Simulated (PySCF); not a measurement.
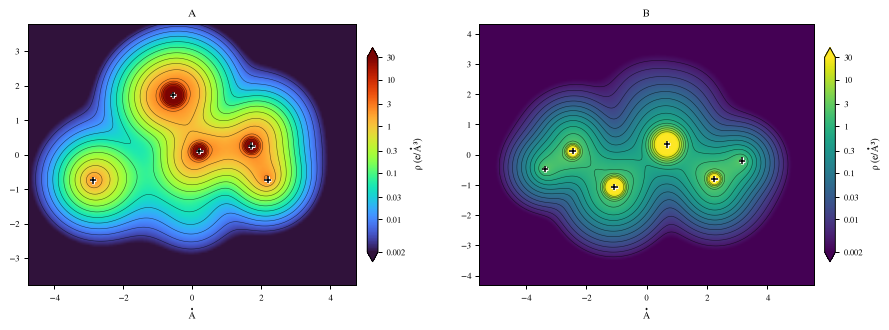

The total electron density of 2 systems, each on a plane through atoms (crosses mark nuclei in the plane).

Level of theory: PBE0/def2-SVPD, SCF density, gas phase (PySCF 2.14.0).

System 1: C₃H₈ClFSi, the plane of atoms C1, C2 and Cl3. Geometry: GFN2-xTB.

```
atom    x (Å)    y (Å)    z (Å)
   C  -2.0798   0.1038  -0.2120
   C  -0.7030  -0.4389   0.1232
  Cl  -0.3071  -1.7698  -1.0189
   C   0.3944   0.6062   0.0421
  Si   2.1380  -0.1519   0.1469
   F   3.0912   1.0376   0.6813
   H  -2.8310  -0.6798  -0.1456
   H  -2.0914   0.5115  -1.2204
   H  -2.3374   0.8963   0.4882
   H  -0.7088  -0.9094   1.1098
   H   0.2426   1.3251   0.8504
   H   0.2859   1.1604  -0.8927
   H   2.2212  -1.1785   1.1742
   H   2.6844  -0.5132  -1.1487
```

System 2: C₄H₁₂GeS (Ge(SMe)Me3), the plane of atoms Ge1, S2 and C3. Geometry: PBE0-D3(BJ)/def2-SVP.

```yaml
atoms:
  - { symbol: Ge, position_ang: [-0.2456, -0.3653, -0.2510] }
  - { symbol: S, position_ang: [-0.1759, -0.4365, 1.9853] }
  - { symbol: C, position_ang: [0.7666, 1.0811, 2.3325] }
  - { symbol: H, position_ang: [1.7742, 1.0449, 1.8936] }
  - { symbol: H, position_ang: [0.8691, 1.1520, 3.4240] }
  - { symbol: H, position_ang: [0.2423, 1.9789, 1.9746] }
  - { symbol: C, position_ang: [1.5791, -0.3832, -0.9506] }
  - { symbol: H, position_ang: [2.1013, 0.5567, -0.7191] }
  - { symbol: H, position_ang: [1.5678, -0.5058, -2.0445] }
  - { symbol: H, position_ang: [2.1433, -1.2161, -0.5069] }
  - { symbol: C, position_ang: [-1.1791, 1.2524, -0.8284] }
  - { symbol: H, position_ang: [-1.3187, 1.2418, -1.9204] }
  - { symbol: H, position_ang: [-0.6039, 2.1521, -0.5648] }
  - { symbol: H, position_ang: [-2.1652, 1.3142, -0.3461] }
  - { symbol: C, position_ang: [-1.2120, -1.9754, -0.7717] }
  - { symbol: H, position_ang: [-2.2201, -1.9832, -0.3330] }
  - { symbol: H, position_ang: [-0.6725, -2.8697, -0.4285] }
  - { symbol: H, position_ang: [-1.3069, -2.0221, -1.8672] }
```

Question: Match each panel to its system.

Answer: Panel A is system 1, C₃H₈ClFSi: the plane holds C, Cl and H. C–C (1.52 Å): ρ is about 1.7 e/Å³ halfway. Panel B is system 2, C₄H₁₂GeS: the plane holds Ge, S, C and H. C–S (1.82 Å): the density is about 1.2 e/Å³ at the midpoint.
